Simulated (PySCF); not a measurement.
# C2H9BSi: what the fields show

| atom | x (Å) | y (Å) | z (Å) |
| --- | --- | --- | --- |
| B | 1.5751 | -0.8986 | 1.0120 |
| Si | 0.2955 | -0.2267 | -0.3125 |
| C | 0.1607 | 1.6843 | -0.2516 |
| C | -1.4691 | -0.9022 | 0.0092 |
| H | 2.5169 | -1.5214 | 0.7061 |
| H | 1.4371 | -0.6966 | 2.1569 |
| H | 0.5756 | -0.5467 | -1.7334 |
| H | -0.5587 | 2.0550 | -0.9753 |
| H | 1.1159 | 2.1544 | -0.4686 |
| H | -0.1554 | 2.0256 | 0.7304 |
| H | -2.1797 | -0.5189 | -0.7166 |
| H | -1.8246 | -0.6210 | 0.9967 |
| H | -1.4936 | -1.9868 | -0.0496 |

Geometry: GFN2-xTB.

The calculation used B3LYP/def2-SVPD, SCF density, gas phase (PySCF).

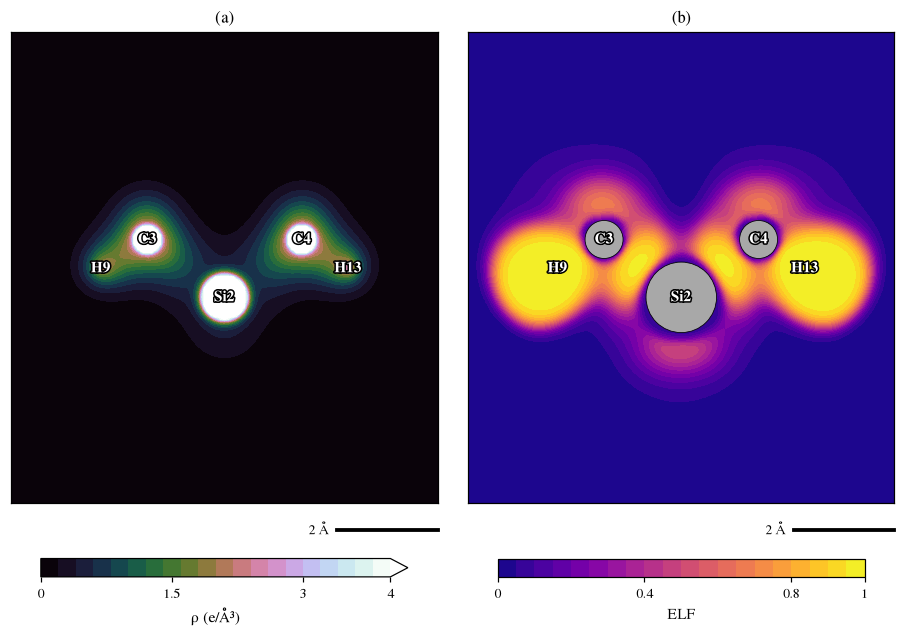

Figure 1. (a) total electron density; (b) ELF on the plane of atoms Si2, C4 and H13. Grey discs cover the atomic cores in the ELF map.

Q: Describe what can be read from this map.

A: The section cuts through Si, C and H sites.
C–Si (1.92 Å): ρ is about 0.89 e/Å³ halfway; the ELF peaks at about 0.95 between the atoms (localised, covalent bonding).
C–H (1.09 Å): ρ is about 1.9 e/Å³ halfway; the ELF climbs to about 1 towards the hydrogen, as it does in any bond to H (an ordinary covalent bond to hydrogen).

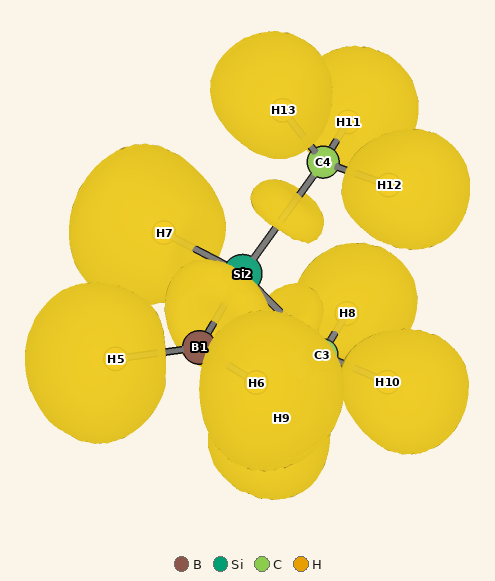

Figure 2. Isosurface of the electron localisation function at 0.85 (yellow), seen at an oblique angle. Only the valence region is drawn (cores and ρ < 0.01 e/Å³ removed).

Q: Where are the electrons localised?

A: The surface consists of one region between bonded B–Si atoms (shared pairs), two regions between bonded C–Si atoms (shared pairs) and nine regions around hydrogen nuclei. Profiles from the grid: Si–B (1.96 Å): the ELF peaks at about 1 between the atoms: a covalent bond.

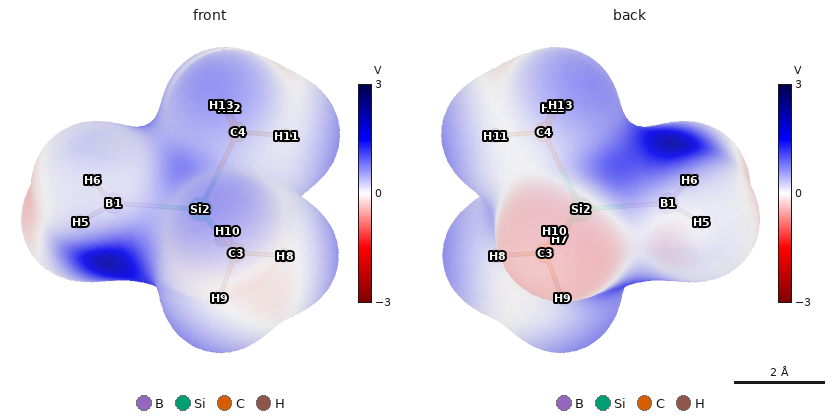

Figure 3. The molecular electrostatic potential painted on the density surface at 0.002 e/bohr³, seen from the front and from behind; red is negative and blue positive.

Q: Which sites attract a positive test charge, and which a negative one?

A: A positive charge is drawn to the negative regions and a negative charge to the positive ones. The most negative region (about −0.4 V) lies over H7, the most positive (about +2.0 V) over B1.

Q: What dipole moment does the calculation give?

A: Its dipole moment is 0.46 D.
